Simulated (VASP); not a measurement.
Shape and ions are relaxed at each volume.

Energy against volume of TiB2 (AlB2 type). Calculation: MS2 meta-GGA, VASP's PBE PAW potentials (set 64) (plane waves; VASP 6.6.1).

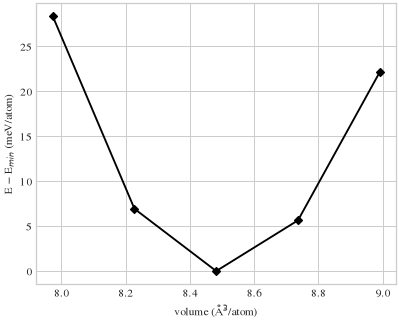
*Energy against volume*

Q: Estimate the equilibrium volume and the bulk modulus.

A: The minimum lies near 8.5 Å³/atom, and the curvature gives B0 of about 260 GPa.

Measured: bulk modulus 240 GPa (computed value off by +9.3 %), as given by Synthesis of Binary Transition Metal Nitrides, Carbides and Borides from the Elements in the Laser-Heated Diamond …. The calculation is for a static lattice, while the measured bulk modulus holds thermal and zero-point effects, which are part of the difference.

The compound is TiB2 in the AlB2 type structure. It was relaxed first.
